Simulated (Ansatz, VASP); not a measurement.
## Cross-check of Te2AsP between VASP and Ansatz

Wanted: the spread between two codes on one cell, functional and k mesh. The cell is invented: As first built, before any earlier steps moved the atoms (in the runner's words): it takes the TeAs structure with some of its atoms replaced by other elements, volume scaled by an estimate. It may not be a known or stable phase. The cell is taken from a series of VASP runs on this material, whose earlier steps may have relaxed, scaled or displaced it; both programs get it as it stands. Valence electrons are named where the data sets of a main pair hold unlike numbers.

Program: Ansatz 0.2.0. Level of theory: plane waves, with VASP 6.6.1 beside it; single point at PBEsol and band structure at PBEsol, spin-orbit coupling. Results are calculated unless marked as measured.

### 1. Starting point

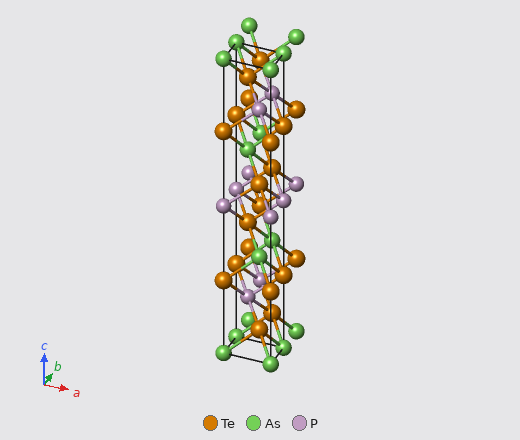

The starting structure, seen slightly off an axis (tellurium orange, arsenic green, phosphorus pink). 1×2×1 cells are drawn. This picture shows the conventional cell, with its axes. Bonds to atoms that aren't drawn are left out. Some periodic images of atoms are drawn too.

### 2. Ansatz: single point, PBEsol

Ansatz runs on its default PAW (the set named soft_2) files.

A single point gives forces, pressure and levels at one fixed geometry, so differences don't come from the geometry; what else differs is listed under the comparison.

Input file input.yaml:

```yaml
crystal:
  lattice:
    - [2.0379376299, 1.1766042046, 6.5650566586]
    - [-2.0379376299, 1.1766042046, 6.5650566586]
    - [0.0, -2.3532074751, 6.5650566656]
  atoms:
    - { symbol: Te, position: [0.7533256786, 0.7533256786, 0.7533256786] }
    - { symbol: Te, position: [0.2466743214, 0.2466743214, 0.2466743214] }
    - { symbol: As, position: [0.0, 0.0, 0.0] }
    - { symbol: P, position: [0.5, 0.5, 0.5] }
hamiltonian:
  xc: pbesol
  pseudopotentials: { kind: paw }
kpoints:
  mp_grid: { grid: [10, 10, 10] }
scf:
  occupations: { method: tetrahedron }
output:
  forces: true
  stress: true
```

On the command line:

```console
> ansatz run input.yaml --threads 2 --pin off --max-ram 4608MiB --backend cpu --events-out ev --progress --plain --runs-dir out
```

Numbers of over 12 decimals in the logs are rounded to 6 here.

The log of the run:

```text
Warning: output.forces, output.stress, relax.cell or npt_langevin: where a Kohn–Sham band that disperses or a degenerate level is filled in part under the method tetrahedron, the forces or the stress that this run publishes need not agree with its energy (scf.occupations.method in the input reference, under Limitations); prefer a smearing scheme for the forces or the stress
basis.fft_grid_basis auto: the FFT boxes are laid along the combinations [[1, 0, -1], [0, 1, -1], [0, 0, 1]] of the cell's own vectors, 4.076, 4.076 and 6.974 Å long. The dense box has 30×30×48 points. Along the cell's own vectors, as sized, it would have 48×48×48, 2.56 times as many. Of the 12 symmetry operations that the crystal satisfies within crystal.symmetry.tolerance (time reversal apart; of a slab, those that [...]
Engine: ansatz 0.2.0, aarch64-unknown-linux-gnu
Pseudopotentials: kind: paw
Pseudopotential: Te, paw, valence charge 16, recommended cutoff 420 eV (normal), Te.paw.azcp
Pseudopotential: As, paw, valence charge 15, recommended cutoff 420 eV (normal), As.paw.azcp
Pseudopotential: P, paw, valence charge 5, recommended cutoff 420 eV (normal), P.paw.azcp
Functional definition: PBEsol
  exchange = pbesol_x
  correlation = pbesol_c
Crystal: 4 atoms, lattice volume = 94.452 Å³
Basis set: ecut = 420 eV, 1845 PW (Γ), FFT grids on a1−a3, a2−a3, a3, exchange–correlation on 60×60×96 points (8 copies of the dense FFT grid, shifted against one another)
Bands: 32, of which v1, the nominal top of the filled ones, is band 26 counted from 1 (25 counted from 0)
Symmetry: 12 space group operations
Space group: R-3m (ITA 166), of the structure as read, at distance tolerance 4.6e-5 Å
k-points: 116 of 1000
Non-local potential: Te, projectors of the file, l = 0: 2, l = 1: 2, l = 2: 2, l = 3: 2
Non-local potential: As, projectors of the file, l = 0: 2, l = 1: 2, l = 2: 3, l = 3: 1
Non-local potential: P, projectors of the file, l = 0: 2, l = 1: 2, l = 2: 2
PAW form: soft (Blöchl's): semilocal exchange-correlation on the pseudo side does not see the compensation charge
PAW frozen core: Te, regenerated for the run's functional, and the local potential with it (the file was generated under x = pbe(κ = 0.804, μ = 0.219515), c = pbe(β = 0.066725))
PAW frozen core: As, regenerated for the run's functional, and the local potential with it (the file was generated under x = pbe(κ = 0.804, μ = 0.219515), c = pbe(β = 0.066725))
PAW frozen core: P, regenerated for the run's functional, and the local potential with it (the file was generated under x = pbe(κ = 0.804, μ = 0.219515), c = pbe(β = 0.066725))
PAW one-centre angular grid: Te, 590 points (default); XC on 64 Gauss nodes
PAW one-centre angular grid: As, 590 points (default); XC on 64 Gauss nodes
PAW one-centre angular grid: P, 110 points (default); XC on 64 Gauss nodes
Initial density: superposition of atomic densities (neutral atoms: chi_scale 0, normalization atom), corrected by the library's trained network
Initial wavefunctions: pseudopotential atomic-orbital guess
Functional: x = pbesol(κ = 0.804, μ = 0.123457), c = pbesol(β = 0.046)
SCF iter   1: F=—  HF=-19355.507991 eV  |F-HF|=—  |Δ(HF+E_count)|=         —  Δρ=1.36e-3  dr2=1.29e-3  ethr=1.77e-3  ⟨swp⟩=8.2  Hψ=17831  notcnv=0
preconditioner: auto → Kerker (q_TF=auto, 2.470 Å⁻¹)  [metal: no gap  n_scr=28 (ndim 8)  ℏωp=17.9 eV  f_vac=0.000]
SCF iter   2: F=—  HF=-19355.504533 eV  |F-HF|=—  |Δ(HF+E_count)|=   3.46e-3  Δρ=9.67e-4  dr2=7.23e-4  ethr=2.49e-6  ⟨swp⟩=3.4  Hψ=9628  notcnv=0  defer=68
SCF iter   3: F=—  HF=-19355.504620 eV  |F-HF|=—  |Δ(HF+E_count)|=   8.68e-5  Δρ=3.46e-4  dr2=1.51e-4  ethr=1.39e-6  ⟨swp⟩=3.1  Hψ=7771  notcnv=0  defer=68
SCF iter   4: F=—  HF=-19355.504472 eV  |F-HF|=—  |Δ(HF+E_count)|=   1.48e-4  Δρ=1.32e-4  dr2=4.45e-5  ethr=2.91e-7  ⟨swp⟩=3.0  Hψ=7708  notcnv=0  defer=68
SCF iter   5: F=—  HF=-19355.504460 eV  |F-HF|=—  |Δ(HF+E_count)|=   1.15e-5  Δρ=1.30e-4  dr2=1.67e-5  ethr=8.55e-8  ⟨swp⟩=3.1  Hψ=7770  notcnv=0  defer=68
SCF iter   6: F=—  HF=-19355.504453 eV  |F-HF|=—  |Δ(HF+E_count)|=   7.61e-6  Δρ=3.78e-5  dr2=2.61e-6  ethr=3.22e-8  ⟨swp⟩=3.0  Hψ=7564  notcnv=0  defer=68
SCF iter   7: F=—  HF=-19355.504453 eV  |F-HF|=—  |Δ(HF+E_count)|=   7.75e-7  Δρ=8.37e-6  dr2=1.45e-7  ethr=5.02e-9  ⟨swp⟩=3.0  Hψ=7723  notcnv=0  defer=68
SCF iter   8: F=-19355.504453 eV  HF=-19355.504453 eV  |F-HF|=2.19e-9  |Δ(HF+E_count)|=   1.20e-7  Δρ=2.03e-6  dr2=4.86e-9  ethr=1.92e-10  ⟨swp⟩=6.2  Hψ=13484  notcnv=0
SCF 1 converged in 8 iterations: F = -19355.504453 eV  dr2 = 4.86e-9
  greatest PAW one-centre occupation: 0.999 electrons in one spin orbital (limit 2), on the As atom at site 2 (counted from 0), in its partial waves of l = 2
SCF converged after 8 iterations
Stability not checked: this state was not tested for a lower state beside it, because cold or Methfessel-Paxton smearing, or corrected tetrahedra, fill the levels in a way that the test cannot read (fill_not_monotonic; see scf.lower_state_search)
Free energy (F): -19355.504453 eV
Harris-Foulkes:  -19355.504453 eV  (|F-HF|=2.19e-9)
Internal energy: -19355.504457 eV  (E = F + TS)
E sigma→0 (E₀):  -19355.504453 eV
Entropy (-TS):   0.000004 eV (0.001 meV/atom)
Fermi energy:    10.923889 eV
--- Per-component energies (eV) ---
  E_band       = -678.524366
  E_kinetic    = 533.568575
  E_local      = -4143.628017  (includes V_loc(G=0)·N_el)
  E_nonlocal   = -1250.642233
  E_hartree    = 2532.870553
  E_xc         = -386.814475
  E_vxc        = -348.749372  (∫ρ·V_xc dr)
  E_paw        = -11515.164467  (= ΣΔE_a)
  E_vpaw       = -534.813797  (= ΣTr[D̂ρ^β])
  E_aug_tail   = -0.000396  (compensation charges beyond the density's cutoff)
  E_ewald      = -5127.456152
  E_core_change = 1.762155  (= ΣΔE_core)
  E_smearing   = 0.000004  (= −TS)
  E_closure    = 0.000000  (closes the sum)
  Σ components = -19355.504453   (vs F -19355.504453, Δ=0.00e0)
--- Forces (eV/Å), atoms counted from 1 ---
  atom   1  Te     0.00000000     0.00000000     0.00549263
  atom   2  Te     0.00000000    -0.00000000    -0.00549263
  atom   3  As     0.00000000     0.00000000     0.00000000
  atom   4  P      0.00000000    -0.00000000    -0.00000000
  max |Σ_I F_I| component: 8.67e-19 eV/Å
--- Stress (GPa, compression-positive) ---
       -0.051264       0.000000      -0.000000
        0.000000      -0.051264      -0.000000
        0.000000      -0.000000      -0.165122
  P = ⅓ Tr σ = -0.0892 GPa (-0.892 kbar)
--- Band table (eV; the first three rows and the last of 116) ---
  k-point 0: bands = [... 22 lower, 9.0470, 9.0470, 9.4573, 9.4573, 9.7029, 10.3595, 13.4171, 13.4784, ... 2 higher]
  k-point 1: bands = [... 22 lower, 8.4435, 8.6625, 8.8680, 10.2086, 10.8264, 11.8133, 12.3962, 13.4010, ... 2 higher]
  k-point 2: bands = [... 22 lower, 7.8930, 8.1389, 9.9057, 10.5219, 11.1592, 11.8505, 13.2330, 13.3229, ... 2 higher]
  k-point 115: bands = [... 22 lower, 8.4082, 9.0014, 9.2422, 11.3293, 11.3293, 11.3916, 11.3916, 11.6634, ... 2 higher]
```

Elapsed: 11 s, on 2 threads of Arm Neoverse V1, shared host; peak memory 0.54 GiB; 22 s of CPU time.

The run ends at a pressure of -0.09 GPa, with forces up to 0.0055 eV/Å.

### 3. VASP: single point, PBEsol

The same cell, functional, mesh and smearing now go to VASP, with its own data sets.

Lines of VASP's logs that name or quote its potential files are left out, and so is its time.

Input file INCAR:

```
SYSTEM = Te2AsP
PREC = Accurate
ENCUT = 400
EDIFF = 1E-06
NELM = 100
ISMEAR = -5
SIGMA = 0.05
LREAL = .FALSE.
ALGO = Normal
GGA = PS
NBANDS = 25
LORBIT = 11
LWAVE = .FALSE.
LCHARG = .FALSE.
KPAR = 2
NEDOS = 2001
```

Input file POSCAR:

```
Te2AsP
1.0
    2.0379376299      1.1766042046      6.5650566586
   -2.0379376299      1.1766042046      6.5650566586
    0.0000000000     -2.3532074751      6.5650566656
Te As P
2 1 1
Direct
    0.7533256786      0.7533256786      0.7533256786
    0.2466743214      0.2466743214      0.2466743214
    0.0000000000      0.0000000000      0.0000000000
    0.5000000000      0.5000000000      0.5000000000
```

Input file KPOINTS:

```
Automatic mesh
0
Gamma
10 10 10
0 0 0
```

Potentials, in the order of the species: Te, As and P (PBE family, release 64).

On the command line:

```console
> mpirun -np 2 vasp_std
```

The log of the run:

```text
[banner, memory and clock lines left out]
running    2 mpi-ranks, on    1 nodes
 distrk:  each k-point on    1 cores,    2 groups
 distr:  one band on    1 cores,    1 groups

 POSCAR found type information on POSCAR TeAsP
 POSCAR found :  3 types and       4 ions
|                                                                             |
|               ----> ADVICE to this user running VASP <----                  |
|                                                                             |
|     You enforced a specific xc type in the INCAR file but a different       |
|     [... a line on the potential file left out ...]
|     I HOPE YOU KNOW WHAT YOU ARE DOING!                                     |
|                                                                             |

 LDA part: xc-table for (Slater+PW92), standard interpolation
 POSCAR, INCAR and KPOINTS ok, starting setup
 FFT: planning ... GRIDC
 FFT: planning ... GRID_SOFT
 FFT: planning ... GRID
 WAVECAR not read
 entering main loop
       N       E                     dE             d eps       ncg     rms          rms(c)
DAV:   1     0.588544271980E+02    0.58854E+02   -0.71924E+03  5800   0.597E+02
DAV:   2    -0.135670871736E+02   -0.72422E+02   -0.69550E+02  7510   0.115E+02
DAV:   3    -0.173947946338E+02   -0.38277E+01   -0.37906E+01  7380   0.249E+01
DAV:   4    -0.174396329784E+02   -0.44838E-01   -0.44808E-01  7005   0.326E+00
DAV:   5    -0.174405487284E+02   -0.91575E-03   -0.91485E-03  7468   0.476E-01    0.131E+01
DAV:   6    -0.173450126767E+02    0.95536E-01   -0.15686E-01  6808   0.159E+00    0.766E+00
DAV:   7    -0.173443432681E+02    0.66941E-03   -0.67930E-02  7070   0.943E-01    0.164E+00
DAV:   8    -0.173419003583E+02    0.24429E-02   -0.10349E-02  6438   0.441E-01    0.511E-01
DAV:   9    -0.173418763668E+02    0.23991E-04   -0.16487E-03  7213   0.155E-01    0.218E-01
DAV:  10    -0.173418512903E+02    0.25077E-04   -0.98731E-05  7041   0.491E-02    0.409E-02
DAV:  11    -0.173418482754E+02    0.30148E-05   -0.64347E-06  7244   0.121E-02    0.166E-02
DAV:  12    -0.173418477098E+02    0.56558E-06   -0.24909E-06  6113   0.617E-03
   1 F= -.17341848E+02 E0= -.17341848E+02  d E =0.000000E+00
|                                                                             |
|           W    W    AA    RRRRR   N    N  II  N    N   GGGG   !!!           |
|           W    W   A  A   R    R  NN   N  II  NN   N  G    G  !!!           |
|           W    W  A    A  R    R  N N  N  II  N N  N  G       !!!           |
|           W WW W  AAAAAA  RRRRR   N  N N  II  N  N N  G  GGG   !            |
|           WW  WW  A    A  R   R   N   NN  II  N   NN  G    G                |
|           W    W  A    A  R    R  N    N  II  N    N   GGGG   !!!           |
|                                                                             |
|     Tetrahedron method does not include variations of the Fermi             |
|     occupations, so forces and stress will be inaccurate. We suggest        |
|     using a different smearing scheme ISMEAR = 1 or 2 for metals in         |
|     relaxations.                                                            |
|                                                                             |
```

From OUTCAR (step 3):

```text
ion  position               nearest neighbor table
   1  0.753  0.753  0.753-   4 2.83   4 2.83   4 2.83   3 2.91   3 2.91   3 2.91
   2  0.247  0.247  0.247-   4 2.83   4 2.83   4 2.83   3 2.91   3 2.91   3 2.91
   3  0.000  0.000  0.000-   1 2.91   2 2.91   1 2.91   1 2.91   2 2.91   2 2.91
   4  0.500  0.500  0.500-   2 2.83   1 2.83   2 2.83   2 2.83   1 2.83   1 2.83

  LATTYP: Found a trigonal (rhomboedric) cell.
 ALAT       =     6.9740631033
 COS(alpha) =     0.8292187984

 Subroutine GETGRP returns: Found 12 space group operations
 (whereof 12 operations were pure point group operations)

The static configuration has the point symmetry D_3d.

 Found    116 irreducible k-points:

   k-points           NKPTS =    116   k-points in BZ     NKDIM =    116   number of bands    NBANDS=     25

   dimension x,y,z NGX =    48 NGY =   48 NGZ =   48
   dimension x,y,z NGXF=    96 NGYF=   96 NGZF=   96

   ENCUT  =  400.0 eV  29.40 Ry    5.42 a.u.  11.37 11.37 11.37*2*pi/ulx,y,z

   NELECT =      22.0000    total number of electrons

 k-points in reciprocal lattice and weights: Automatic mesh
   0.00000000  0.00000000  0.00000000       0.001
   0.10000000  0.00000000  0.00000000       0.006
   0.20000000  0.00000000  0.00000000       0.006
   0.30000000  0.00000000  0.00000000       0.006
   0.40000000  0.00000000  0.00000000       0.006
   0.50000000  0.00000000  0.00000000       0.003
   0.10000000  0.10000000  0.00000000       0.006
   0.20000000  0.10000000  0.00000000       0.012
   0.30000000  0.10000000  0.00000000       0.012
[...]
-0.40000000  0.50000000  0.40000000       0.006
   0.50000000  0.50000000  0.50000000       0.001

 average (electrostatic) potential at core
       1 -87.5723       2 -87.5723       3 -47.4385       4 -81.6968

 E-fermi :   7.4896

 k-point     1 :       0.0000    0.0000    0.0000
  band No.  band energies     occupation
    ...
      9       5.6117      2.00000
     10       6.0198      2.00000
     11       6.0198      2.00000
     12       6.2698      2.29221
     13       6.9260      1.20208
     14       9.9865      0.00000
     15      10.0480      0.00000
     16      10.0480      0.00000
     17      12.0854      0.00000
     18      12.0854      0.00000
    ...

 k-point     2 :       0.1000    0.0000    0.0000
  band No.  band energies     occupation
    ...
      8       5.0066      2.00000
      9       5.2280      2.00000
     10       5.4322      2.00000
     11       6.7731      2.00716
     12       7.3931      1.04152
     13       8.3800     -0.04816
     14       8.9627      0.00000
     15       9.9698      0.00000
     16       9.9712      0.00000
     17      11.8459      0.00000
    ...

 k-point     3 :       0.2000    0.0000    0.0000
  band No.  band energies     occupation
    ...
      7       4.4439      2.00000
      8       4.4560      2.00000
      9       4.7030      2.00000
     10       6.4734      2.00000
     11       7.0860      1.98342
     12       7.7249      0.00732
     13       8.4184      0.00000
     14       9.8005      0.00000
     15       9.8918      0.00000
     16      10.5782      0.00000
    ...

  Total        0.0323918      0.0323918     -0.0420517      0.0000000     -0.0000000      0.0000000
  in kB        0.5494591      0.5494592     -0.7133181      0.0000000     -0.0000000      0.0000000
  external PRESSURE =       0.1285334 kB  Pullay stress =       0.0000000 kB

  energy-cutoff  :      400.00
  volume of cell :       94.45
      direct lattice vectors                 reciprocal lattice vectors
     2.037937630  1.176604205  6.565056659     0.245346076  0.141650616  0.050773863
    -2.037937630  1.176604205  6.565056659    -0.245346076  0.141650616  0.050773863
     0.000000000 -2.353207475  6.565056666     0.000000000 -0.283301233  0.050773883

 POSITION                                       TOTAL-FORCE (eV/Angst)
 -----------------------------------------------------------------------------------
      0.00000      0.00000     14.83688         0.000000      0.000000      0.010312
      0.00000      0.00000      4.85829         0.000000     -0.000000     -0.010312
      0.00000      0.00000      0.00000         0.000000     -0.000000      0.000000
      0.00000      0.00000      9.84758        -0.000000     -0.000000      0.000000
 -----------------------------------------------------------------------------------
    total drift:                                0.000000      0.000000     -0.000000

  FREE ENERGIE OF THE ION-ELECTRON SYSTEM (eV)
  ---------------------------------------------------
  free  energy   TOTEN  =       -17.3418477098 eV

  energy  without entropy=      -17.3418477098  energy(sigma->0) =      -17.34184771

 total charge
# of ion       s       p       d       tot
------------------------------------------
    1        1.425   1.790   0.074   3.288
    2        1.425   1.790   0.074   3.288
    3        1.329   1.294   0.044   2.668
    4        1.144   1.216   0.000   2.361
--------------------------------------------------
tot          5.323   6.089   0.192  11.604

[... 3 further parts left out ...]
```

With tetrahedra the forces and stress of a metal are not exact derivatives of the energy.

### 4. Comparison

Known differences besides the potentials themselves: the data sets hold 52 valence electrons in Ansatz (on its default PAW (the set named soft_2) files) and 22 in VASP; the cutoff is 420 eV in Ansatz and 400 eV in VASP; Ansatz makes its cores anew for this functional, VASP keeps those of its PBE data sets; VASP leaves aspherical gradient terms in its spheres out (LASPH is not set), Ansatz keeps them. Total energies have different zeros and are not compared.

The two programs side by side:

```
      quantity  Ansatz  VASP  difference
pressure (GPa)   -0.09  0.01       -0.10
```

At this near-relaxed geometry the largest component of a force difference is 5 meV/Å. Ansatz's pressure holds a Pulay correction of 0.03 GPa; VASP's holds none.

(Continued in part 2 of 2.)

[Lines on the potential files, build, host, timing and source positions are cut from VASP's logs without a mark.]

[Logs are printed without paths, hosts, clocks, repeated set-up lines and the standing remarks that a program may print on its own settings, such as how far it seeks lower states.]

[Hosts, paths, dates, database ids (printed as entryN), source tags and the programs' standing remarks are cut or masked in the printed files.]
